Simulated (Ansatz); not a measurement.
Geometry relaxation of CH$_{7}$B$_{2}$NOSi (part 1 of 3)

CH$_{7}$B$_{2}$NOSi, computed with RKS PBE0-D4/def2-TZVP (Ansatz 0.2.0).

The geometry: PBE-D4/def2-SVP start. Figures and captions count atoms from 1; the log counts them from 0 in places.

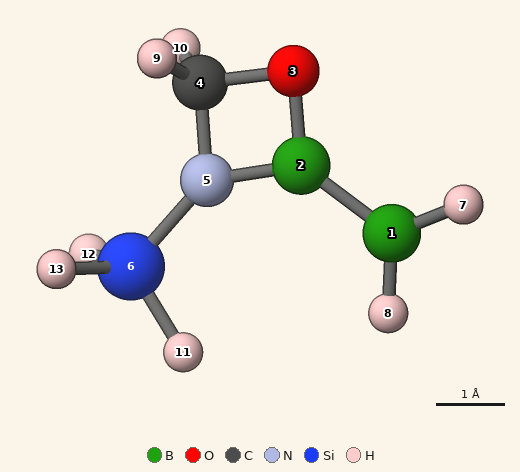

Figure 1. The starting structure (ball-and-stick view, seen at a tilt; atoms are numbered from 1 in the order of the input).

## Results in brief

- outcome: converged
- total energy: −13910.8897 eV
- mean-field energy: −13910.6441 eV
- dispersion energy: −0.2456 eV
- SCF solution under orbital rotations: stable
- largest force (length of the vector) at the end: 0.004 eV/Å
- dipole moment: 1.41 D
- hardware: 4 threads of Arm Neoverse V2, 23 GiB of memory available, shared host
- wall time: 2.5 min (CPU time 9.5 min)
- peak memory: 0.7 GiB

## The input
```yaml
crystal:
  periodic: [false, false, false]
  atoms:
    - {symbol: B, position_ang: [-0.424747, -0.705597, -2.328399]}
    - {symbol: B, position_ang: [0.147283, 0.269597, -1.058954]}
    - {symbol: O, position_ang: [0.854323, 1.496093, -1.089760]}
    - {symbol: C, position_ang: [0.845305, 1.447081, 0.342734]}
    - {symbol: N, position_ang: [0.115094, 0.181688, 0.390346]}
    - {symbol: Si, position_ang: [-0.474684, -0.847476, 1.681867]}
    - {symbol: H, position_ang: [-0.139873, -0.475134, -3.490981]}
    - {symbol: H, position_ang: [-1.137759, -1.672727, -2.118239]}
    - {symbol: H, position_ang: [1.878212, 1.404562, 0.758627]}
    - {symbol: H, position_ang: [0.299466, 2.311817, 0.786312]}
    - {symbol: H, position_ang: [-1.163396, -2.006529, 1.027282]}
    - {symbol: H, position_ang: [-1.437481, -0.101376, 2.568392]}
    - {symbol: H, position_ang: [0.658658, -1.336599, 2.545473]}
basis:
  gaussian: {orbitals: def2-TZVP}
hamiltonian: {xc: pbe0, dispersion: d4}
relax: {f_tol: 0.005, max_steps: 150}
```

Run as:
```bash
ansatz run in.yaml --threads 4 --pin off --events-out ev --progress --plain --max-ram 10444MiB
```

## Output
```
Functional definition: PBE0
  name "PBE0"
  cite "Adamo & Barone, J. Chem. Phys. 110, 6158 (1999) doi:10.1063/1.478522"
  cite "Perdew, Burke & Ernzerhof, Phys. Rev. Lett. 77, 3865 (1996) doi:10.1103/PhysRevLett.77.3865"
  parent pbe
  parameter a = 0.25
  parameter kappa = 0.804
  parameter beta = 0.06672455060314922
  exchange = (1 - a)*pbe_x(kappa = kappa, mu = beta*pi^2/3) + a*exact_x
  correlation = pbe_c(beta = beta)
1400 factors; their error is unknown
mean field evaluation 1: about -13903.6577 eV, gradient 5.9e1 eV
mean field evaluation 2: about -13893.5028 eV, gradient 9.0e1 eV
mean field evaluation 4: about -13910.4595 eV, gradient 5.3e0 eV
mean field evaluation 8: about -13910.5231 eV, gradient 1.3e-1 eV
mean field evaluation 16: about -13910.5527 eV, gradient 3.7e-4 eV
mean field -13910.55265010 eV, -511.2033809798 hartree, gradient 1.4e-5 eV, S^2 0.000000; 0 other end points of the search recorded, 0 dependent functions left out
the calculation of the forces begins
reference -13910.55268976 eV, -511.2033824376 hartree; 26, 26 occupied and 208, 208 virtual orbitals, 1400 factors
relax step   1: F+E_penalty+E_count = -13910.79688141 eV  Δ(F+E_penalty+E_count) = +0.000e0 eV  max|allowed force component| = 5.473e-1 eV/Å  Δτ_max = 0.0000 Å  (31 SCF iters, accepted)
these checks for a lower state are left out or cut short: starts, cluster_reference, orbital_swaps, neighbouring_geometries, increment
1400 factors; their error is unknown
mean field -13910.60380760 eV, -511.2052609833 hartree, gradient 1.1e-5 eV, S^2 0.000000; 0 other end points of the search recorded, 0 dependent functions left out
[... from here on the field's lines of each further geometry are left out, up to the last ...]
relax step   2: F+E_penalty+E_count = -13910.84953194 eV  Δ(F+E_penalty+E_count) = -5.265e-2 eV  max|allowed force component| = 2.671e-1 eV/Å  Δτ_max = 0.0287 Å  (34 SCF iters, accepted)
relax step   3: F+E_penalty+E_count = -13910.85710249 eV  Δ(F+E_penalty+E_count) = -7.571e-3 eV  max|allowed force component| = 6.544e-2 eV/Å  Δτ_max = 0.0146 Å  (35 SCF iters, accepted)
relax step   4: F+E_penalty+E_count = -13910.85729402 eV  Δ(F+E_penalty+E_count) = -1.915e-4 eV  max|allowed force component| = 2.846e-2 eV/Å  Δτ_max = 0.0060 Å  (35 SCF iters, accepted)
relax step   5: F+E_penalty+E_count = -13910.85735699 eV  Δ(F+E_penalty+E_count) = -6.297e-5 eV  max|allowed force component| = 3.872e-2 eV/Å  Δτ_max = 0.0269 Å  (33 SCF iters, accepted)
relax step   6: F+E_penalty+E_count = -13910.85746228 eV  Δ(F+E_penalty+E_count) = -1.053e-4 eV  max|allowed force component| = 9.223e-2 eV/Å  Δτ_max = 0.0559 Å  (32 SCF iters, accepted)
relax step   7: F+E_penalty+E_count = -13910.85829356 eV  Δ(F+E_penalty+E_count) = -8.313e-4 eV  max|allowed force component| = 1.076e-1 eV/Å  Δτ_max = 0.0581 Å  (32 SCF iters, accepted)
relax step   8: F+E_penalty+E_count = -13910.85899841 eV  Δ(F+E_penalty+E_count) = -7.048e-4 eV  max|allowed force component| = 7.128e-2 eV/Å  Δτ_max = 0.0274 Å  (33 SCF iters, accepted)
relax step   9: F+E_penalty+E_count = -13910.86030123 eV  Δ(F+E_penalty+E_count) = -1.303e-3 eV  max|allowed force component| = 1.544e-1 eV/Å  Δτ_max = 0.0829 Å  (32 SCF iters, accepted)
relax step  10: F+E_penalty+E_count = -13910.86160438 eV  Δ(F+E_penalty+E_count) = -1.303e-3 eV  max|allowed force component| = 1.481e-1 eV/Å  Δτ_max = 0.0506 Å  (32 SCF iters, accepted)
relax step  11: F+E_penalty+E_count = -13910.86276944 eV  Δ(F+E_penalty+E_count) = -1.165e-3 eV  max|allowed force component| = 2.698e-1 eV/Å  Δτ_max = 0.1442 Å  (30 SCF iters, accepted)
relax step  12: F+E_penalty+E_count = -13910.86335145 eV  Δ(F+E_penalty+E_count) = -5.820e-4 eV  max|allowed force component| = 3.007e-1 eV/Å  Δτ_max = 0.0681 Å  (32 SCF iters, accepted)
relax step  13: F+E_penalty+E_count = -13910.87488397 eV  Δ(F+E_penalty+E_count) = -1.153e-2 eV  max|allowed force component| = 6.503e-2 eV/Å  Δτ_max = 0.2000 Å  (32 SCF iters, accepted)
relax step  14: F+E_penalty+E_count = -13910.88058648 eV  Δ(F+E_penalty+E_count) = -5.703e-3 eV  max|allowed force component| = 4.509e-2 eV/Å  Δτ_max = 0.1904 Å  (32 SCF iters, accepted)
relax step  15: F+E_penalty+E_count = -13910.87375096 eV  Δ(F+E_penalty+E_count) = +6.836e-3 eV  max|allowed force component| = 5.400e-1 eV/Å  Δτ_max = 0.1951 Å  (33 SCF iters, rejected (line search))
relax step  16: F+E_penalty+E_count = -13910.87965162 eV  Δ(F+E_penalty+E_count) = +9.349e-4 eV  max|allowed force component| = 1.054e-1 eV/Å  Δτ_max = 0.0976 Å  (32 SCF iters, rejected (line search))
relax step  17: F+E_penalty+E_count = -13910.88211511 eV  Δ(F+E_penalty+E_count) = -1.529e-3 eV  max|allowed force component| = 3.182e-2 eV/Å  Δτ_max = 0.0488 Å  (32 SCF iters, accepted)
relax step  18: F+E_penalty+E_count = -13910.88403482 eV  Δ(F+E_penalty+E_count) = -1.920e-3 eV  max|allowed force component| = 1.198e-1 eV/Å  Δτ_max = 0.0975 Å  (32 SCF iters, accepted)
relax step  19: F+E_penalty+E_count = -13910.88492030 eV  Δ(F+E_penalty+E_count) = -8.855e-4 eV  max|allowed force component| = 1.131e-1 eV/Å  Δτ_max = 0.0415 Å  (32 SCF iters, accepted)
relax step  20: F+E_penalty+E_count = -13910.88503250 eV  Δ(F+E_penalty+E_count) = -1.122e-4 eV  max|allowed force component| = 1.973e-1 eV/Å  Δτ_max = 0.1121 Å  (32 SCF iters, accepted)
relax step  21: F+E_penalty+E_count = -13910.88362131 eV  Δ(F+E_penalty+E_count) = +1.411e-3 eV  max|allowed force component| = 2.778e-1 eV/Å  Δτ_max = 0.1062 Å  (32 SCF iters, rejected (line search))
relax step  22: F+E_penalty+E_count = -13910.88811442 eV  Δ(F+E_penalty+E_count) = -3.082e-3 eV  max|allowed force component| = 2.365e-2 eV/Å  Δτ_max = 0.0531 Å  (33 SCF iters, accepted)
relax step  23: F+E_penalty+E_count = -13910.88858576 eV  Δ(F+E_penalty+E_count) = -4.713e-4 eV  max|allowed force component| = 4.008e-2 eV/Å  Δτ_max = 0.0452 Å  (32 SCF iters, accepted)
relax step  24: F+E_penalty+E_count = -13910.88887952 eV  Δ(F+E_penalty+E_count) = -2.938e-4 eV  max|allowed force component| = 7.211e-2 eV/Å  Δτ_max = 0.0526 Å  (32 SCF iters, accepted)
relax step  25: F+E_penalty+E_count = -13910.88909511 eV  Δ(F+E_penalty+E_count) = -2.156e-4 eV  max|allowed force component| = 5.484e-2 eV/Å  Δτ_max = 0.0161 Å  (34 SCF iters, accepted)
relax step  26: F+E_penalty+E_count = -13910.88947471 eV  Δ(F+E_penalty+E_count) = -3.796e-4 eV  max|allowed force component| = 1.823e-2 eV/Å  Δτ_max = 0.0445 Å  (32 SCF iters, accepted)
relax step  27: F+E_penalty+E_count = -13910.88957444 eV  Δ(F+E_penalty+E_count) = -9.974e-5 eV  max|allowed force component| = 1.799e-2 eV/Å  Δτ_max = 0.0305 Å  (33 SCF iters, accepted)
relax step  28: F+E_penalty+E_count = -13910.88960093 eV  Δ(F+E_penalty+E_count) = -2.649e-5 eV  max|allowed force component| = 2.501e-2 eV/Å  Δτ_max = 0.0280 Å  (33 SCF iters, accepted)
relax step  29: F+E_penalty+E_count = -13910.88962362 eV  Δ(F+E_penalty+E_count) = -2.269e-5 eV  max|allowed force component| = 2.006e-2 eV/Å  Δτ_max = 0.0227 Å  (33 SCF iters, accepted)
relax step  30: F+E_penalty+E_count = -13910.88965213 eV  Δ(F+E_penalty+E_count) = -2.850e-5 eV  max|allowed force component| = 7.241e-3 eV/Å  Δτ_max = 0.0122 Å  (34 SCF iters, accepted)
relax step  31: F+E_penalty+E_count = -13910.88965802 eV  Δ(F+E_penalty+E_count) = -5.892e-6 eV  max|allowed force component| = 5.412e-3 eV/Å  Δτ_max = 0.0013 Å  (35 SCF iters, accepted)
relax step  32: F+E_penalty+E_count = -13910.88966267 eV  Δ(F+E_penalty+E_count) = -4.654e-6 eV  max|allowed force component| = 5.395e-3 eV/Å  Δτ_max = 0.0017 Å  (35 SCF iters, accepted)
relax step  33: F+E_penalty+E_count = -13910.88966591 eV  Δ(F+E_penalty+E_count) = -3.237e-6 eV  max|allowed force component| = 6.099e-3 eV/Å  Δτ_max = 0.0018 Å  (35 SCF iters, accepted)
the calculation of the forces begins
reference -13910.64412296 eV, -511.2067425456 hartree; 26, 26 occupied and 208, 208 virtual orbitals, 1400 factors
relax step  34: F+E_penalty+E_count = -13910.88966914 eV  Δ(F+E_penalty+E_count) = -3.234e-6 eV  max|allowed force component| = 3.446e-3 eV/Å  Δτ_max = 0.0018 Å  (35 SCF iters, accepted)
1400 factors; their error is unknown
mean field evaluation 256: about -13910.6441 eV, gradient 6.0e-3 eV
```

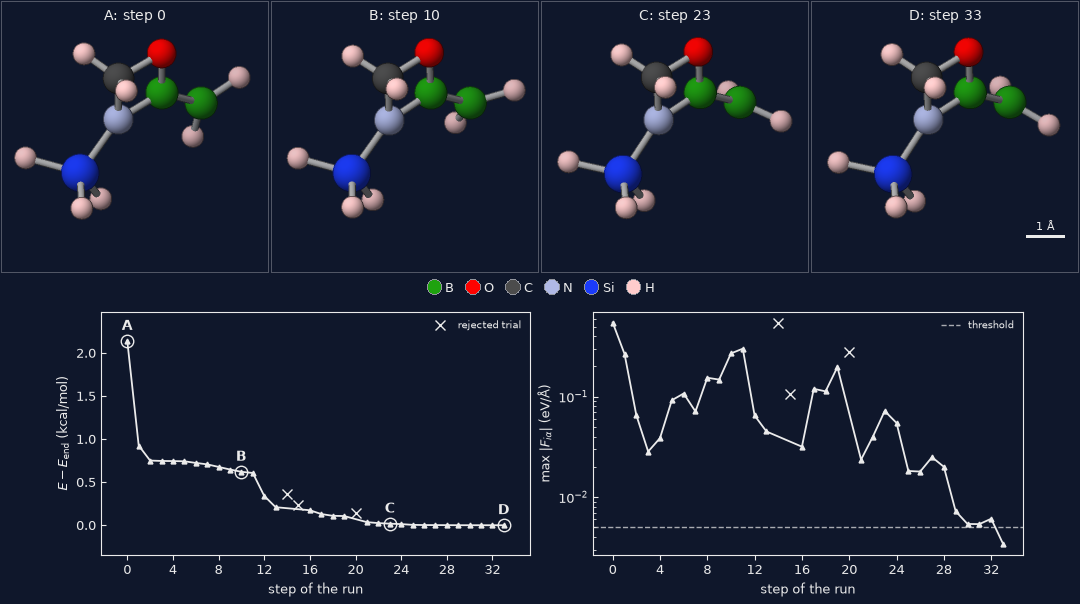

Figure 2. Frames of the relaxation (ball-and-stick view, seen at a tilt) above the curves, on which the letters mark them (the first geometry is step 0 here and step 1 in the log).

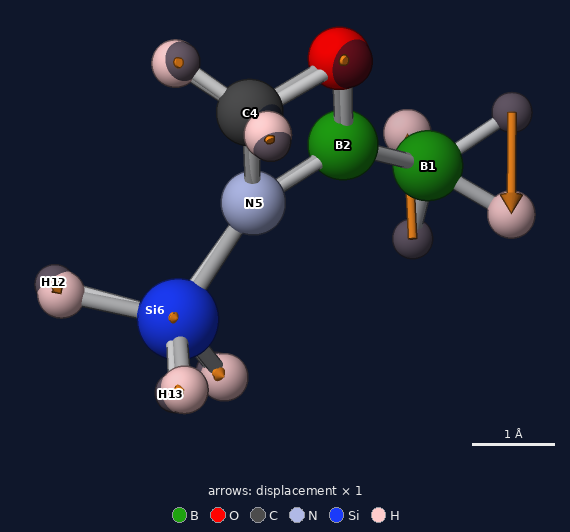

Figure 3. Start (faint) and end (solid) with the displacements as orange arrows, at true length (ball-and-stick view, seen at a tilt). The two geometries are laid on each other by the best rigid fit. The atom that moves furthest after the best rigid fit is H8 (1.33 Å). Largest moves by element: H 1.33 Å, O 0.12 Å, Si 0.11 Å, C 0.08 Å, B 0.05 Å, N 0.01 Å. Among the contacts that change: N5–Si6 1.754 → 1.719 Å, B1–H7 1.219 → 1.197 Å, C4–H10 1.115 → 1.095 Å, Si6–H12 1.507 → 1.488 Å. Over 33 geometry steps the energy falls by 2.14 kcal/mol. Largest force component: 0.55 eV/Å at the start, 0.0034 eV/Å at the end. The line search rejected the trial steps at points 14, 15, 20 (counted from 0) and went back. (Atoms are counted from 1 in the order of the input.)

```
mean field -13910.64408326 eV, -511.2067410866 hartree, gradient 1.0e-5 eV, S^2 0.000000; 1 other end points of the search recorded, 0 dependent functions left out
the calculation of the forces begins
reference -13910.64412296 eV, -511.2067425456 hartree; 26, 26 occupied and 208, 208 virtual orbitals, 1400 factors
Total energy: -13910.88970884 eV, -511.2157676603 hartree
Atom 0 at    -0.461094    -0.674940    -2.308944 Å, force     0.002197     0.001194     0.002307 eV/Å
Atom 1 at     0.083051     0.289297    -1.038160 Å, force    -0.000549     0.000850    -0.001370 eV/Å
Atom 2 at     0.692641     1.548418    -1.075502 Å, force    -0.000787    -0.001813    -0.002511 eV/Å
Atom 3 at     0.744619     1.482338     0.349522 Å, force     0.001388     0.000064     0.003330 eV/Å
Atom 4 at     0.109922     0.170404     0.391497 Å, force    -0.000340     0.002217    -0.000337 eV/Å
Atom 5 at    -0.336169    -0.897258     1.662170 Å, force    -0.000249    -0.001207     0.001045 eV/Å
Atom 6 at     0.245401    -1.486568    -2.833982 Å, force     0.001909    -0.001732    -0.001681 eV/Å
Atom 7 at    -1.578145    -0.592351    -2.731822 Å, force    -0.003446     0.000638    -0.001127 eV/Å
Atom 8 at     1.776240     1.499038     0.715558 Å, force    -0.000263     0.000174    -0.000021 eV/Å
Atom 9 at     0.159580     2.284469     0.810850 Å, force    -0.000040    -0.000375    -0.000169 eV/Å
Atom 10 at    -0.951630    -2.084630     1.019037 Å, force    -0.000025    -0.000166    -0.000040 eV/Å
Atom 11 at    -1.310364    -0.261374     2.589822 Å, force    -0.000283     0.000232     0.000228 eV/Å
Atom 12 at     0.846349    -1.311443     2.464654 Å, force     0.000488    -0.000077     0.000345 eV/Å
Dipole moment:     0.005826    -0.023281     0.292870 e Å
```

## Trajectory as extended XYZ (Å, eV, eV/Å), 34 frames, from step=1 to step=34
```
13
Properties=species:S:1:pos:R:3:forces:R:3 step=1 energy=-13910.79688
B    -0.4247   -0.7056   -2.3284   -0.1189  -0.2098  -0.3270
B     0.1473    0.2696   -1.0590    0.1795   0.2986   0.5473
O     0.8543    1.4961   -1.0898   -0.3030  -0.5153   0.4271
C     0.8453    1.4471    0.3427    0.1461   0.2527   0.2719
N     0.1151    0.1817    0.3903   -0.0691  -0.1197  -0.1883
Si   -0.4747   -0.8475    1.6819    0.1518   0.2666  -0.2958
H    -0.1399   -0.4751   -3.4910   -0.1175  -0.1012   0.4860
H    -1.1378   -1.6727   -2.1182    0.2899   0.4010  -0.0782
H     1.8782    1.4046    0.7586   -0.5448  -0.0161  -0.2649
H     0.2995    2.3118    0.7863    0.2595  -0.4753  -0.2918
H    -1.1634   -2.0065    1.0273    0.1482   0.2495   0.1312
H    -1.4375   -0.1014    2.5684    0.2195  -0.1512  -0.2111
H     0.6587   -1.3366    2.5455   -0.2413   0.1203  -0.2066
13
Properties=species:S:1:pos:R:3:forces:R:3 step=2 energy=-13910.84953
B    -0.4235   -0.7038   -2.3181   -0.0395  -0.0727  -0.1026
B     0.1445    0.2646   -1.0484    0.1158   0.1988   0.2671
O     0.8462    1.4848   -1.0776   -0.1065  -0.1859   0.1139
C     0.8403    1.4388    0.3492    0.0288   0.0609   0.0162
N     0.1132    0.1776    0.3894   -0.0845  -0.1542   0.0219
Si   -0.4708   -0.8415    1.6707    0.1180   0.2064  -0.2439
H    -0.1396   -0.4785   -3.4646   -0.0284  -0.0242   0.1418
H    -1.1299   -1.6558   -2.1103    0.0763   0.1115  -0.0229
H     1.8622    1.3935    0.7553   -0.1701  -0.0135  -0.0777
H     0.2973    2.2929    0.7823    0.0737  -0.1534  -0.0839
H    -1.1531   -1.9893    1.0208    0.0288   0.0476   0.0436
H    -1.4224   -0.0964    2.5445    0.0481  -0.0424  -0.0373
H     0.6561   -1.3215    2.5215   -0.0605   0.0211  -0.0363
```
